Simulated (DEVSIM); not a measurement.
Structure: abrupt Ge p-n junction, at 400 K.

| layer (left to right) | material | thickness (μm) | Nd (cm⁻³) | Na (cm⁻³) | τn (s) | τp (s) |
|---|---|---|---|---|---|---|
| 1 | Ge | 0.170 | - | 4.1e15 | 6.1e-5 | 6.1e-5 |
| 2 | Ge | 18.0 | 2.2e17 | - | 6.1e-5 | 6.1e-5 |

Left contact: ohmic. Right contact: ohmic. Voltage is applied to the left contact. Recombination: SRH at mid-gap, Auger. Mobility is constant in doping.

The device is made up for the run: typed textbook-type constants, with dimensions and the other settings drawn at random. Values at 300 K; Nc and Nv go as T^1.5, mobilities as T to minus their exponent, the gap by Varshni's rule with the affinity fixed.

```csv
parameter,Ge
gap (eV),0.664
affinity (eV),4
permittivity,16
Nc (cm⁻³),1.04e19
Nv (cm⁻³),6e18
μn (cm²/Vs),3900
μp (cm²/Vs),1900
T exponent of μn,1.66
T exponent of μp,2.33
Cn (cm⁶/s),1e-31
Cp (cm⁶/s),1e-31
Varshni α (eV/K),0.000477
Varshni β (K),235
```

Simulated with DEVSIM: 1D drift-diffusion, Boltzmann statistics, complete ionisation; no tunnelling, impact ionisation, image-force lowering or self-heating.

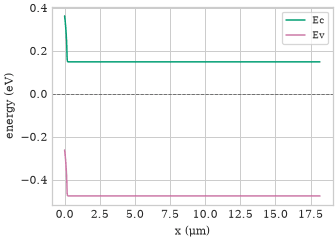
Figure. Band edges at zero bias

Energies count from the Fermi level of the right contact; mesh points crowd at the junctions.

| x (μm) | Ec (eV) | Ev (eV) | n (cm⁻³) | p (cm⁻³) | field (V/cm) |
|---|---|---|---|---|---|
| 0.000 | 0.362 | -0.263 | 4.5e14 | 4.5e15 | -5800 |
| 0.02165 | 0.349 | -0.275 | 6.5e14 | 3.1e15 | -6000 |
| 0.05450 | 0.328 | -0.297 | 1.2e15 | 1.7e15 | -7000 |
| 0.1040 | 0.286 | -0.338 | 4.0e15 | 5.1e14 | -10000 |
| 0.1512 | 0.226 | -0.399 | 2.3e16 | 8.8e13 | -17000 |
| 0.1700 | 0.185 | -0.439 | 7.4e16 | 2.7e13 | -27000 |
| 0.1940 | 0.153 | -0.471 | 1.9e17 | 1.1e13 | -4700 |
| 0.2637 | 0.148 | -0.476 | 2.2e17 | 9.2e12 | -14 |
| 0.3718 | 0.148 | -0.476 | 2.2e17 | 9.2e12 | ≈ 0 |
| 0.5972 | 0.148 | -0.476 | 2.2e17 | 9.2e12 | ≈ 0 |
| 1.012 | 0.148 | -0.476 | 2.2e17 | 9.2e12 | ≈ 0 |
| 2.266 | 0.148 | -0.476 | 2.2e17 | 9.2e12 | ≈ 0 |
| 4.381 | 0.148 | -0.476 | 2.2e17 | 9.2e12 | ≈ 0 |
| 8.269 | 0.148 | -0.476 | 2.2e17 | 9.2e12 | ≈ 0 |
| 14.03 | 0.148 | -0.476 | 2.2e17 | 9.2e12 | ≈ 0 |
| 16.11 | 0.148 | -0.476 | 2.2e17 | 9.2e12 | ≈ 0 |
| 17.11 | 0.148 | -0.476 | 2.2e17 | 9.2e12 | ≈ 0 |
| 17.65 | 0.148 | -0.476 | 2.2e17 | 9.2e12 | ≈ 0 |
| 17.97 | 0.148 | -0.476 | 2.2e17 | 9.2e12 | ≈ 0 |
| 18.08 | 0.148 | -0.476 | 2.2e17 | 9.2e12 | ≈ 0 |
| 18.14 | 0.148 | -0.476 | 2.2e17 | 9.2e12 | ≈ 0 |
| 18.17 | 0.148 | -0.476 | 2.2e17 | 9.2e12 | ≈ 0 |
